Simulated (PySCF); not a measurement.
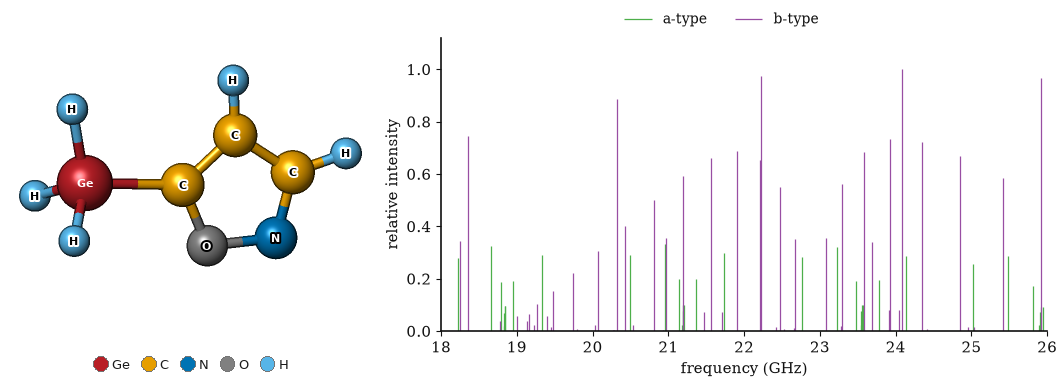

C₃H₅GeNO, SMILES [GeH3][c]1ccno1, singlet. Simulated rotational absorption lines between 18 and 26 GHz at 3 K: rigid rotor with the equilibrium constants and dipole of one optimised conformer (PBE0-D3(BJ)/def2-SVP, PySCF 2.14.0), commonest isotopes; no centrifugal distortion, hyperfine structure, internal rotation or nuclear-spin weights; lines within 1 MHz of each other are summed. Lines of different type are drawn apart.

### What are the rotational constants, and what kind of rotor is it?

Rotational constants A, B, C = 8.802, 1.246, 1.107 GHz; Ray's κ = −0.96, a near-prolate asymmetric top.

### Assign the strongest lines, as J(Ka,Kc).

| GHz | upper | lower | type | relative intensity |
| --- | --- | --- | --- | --- |
| 24.09 | 8(1,8) | 7(0,7) | b | 1.00 |
| 22.22 | 7(1,7) | 6(0,6) | b | 0.97 |
| 25.92 | 9(1,9) | 8(0,8) | b | 0.97 |
| 20.32 | 6(1,6) | 5(0,5) | b | 0.88 |
| 18.36 | 5(1,5) | 4(0,4) | b | 0.75 |
| 23.93 | 5(2,4) | 5(1,5) | b | 0.73 |
| 24.35 | 6(2,5) | 6(1,6) | b | 0.72 |
| 21.91 | 5(2,3) | 5(1,4) | b | 0.69 |

Caveats: coarse grid, loose stop and no frequency check, small forces are noise and the end may be a saddle.
